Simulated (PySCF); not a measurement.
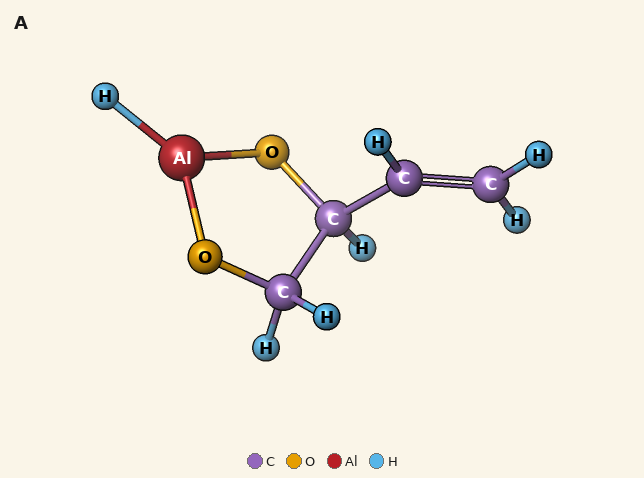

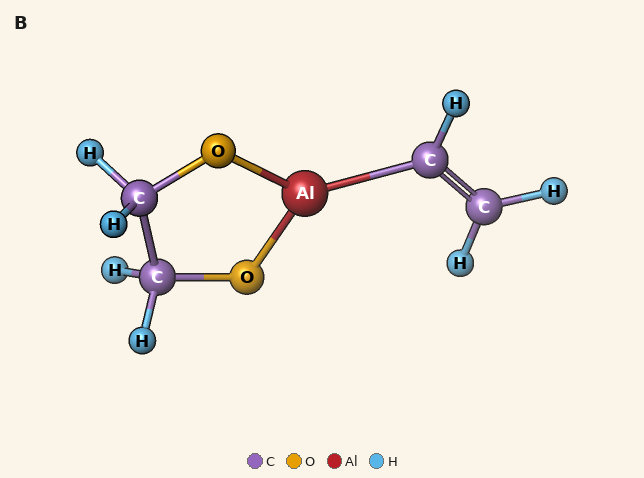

2 stationary structures of one formula. Geometries: GFN2-xTB. Electronic energies: PBE0/pcSseg-1 (PySCF 2.14.0), without zero-point energy. No frequency run is at hand to confirm each as a minimum. Each is one conformer, not always the lowest.

Are they conformers, stereoisomers or constitutional isomers?

They are constitutional isomers of C4H7AlO2: A `C=C[C@H]1C[O][AlH][O]1`, B `C=[CH][Al]1[O]CC[O]1`.

Which is lowest in energy, and by how much?

B is lowest; A lies 25.2 kJ/mol above it.

The geometry is semi-empirical. Around Al such bond lengths and angles can be off by a tenth of an ångström or more and by several degrees, and values that hang on the shape move with them.
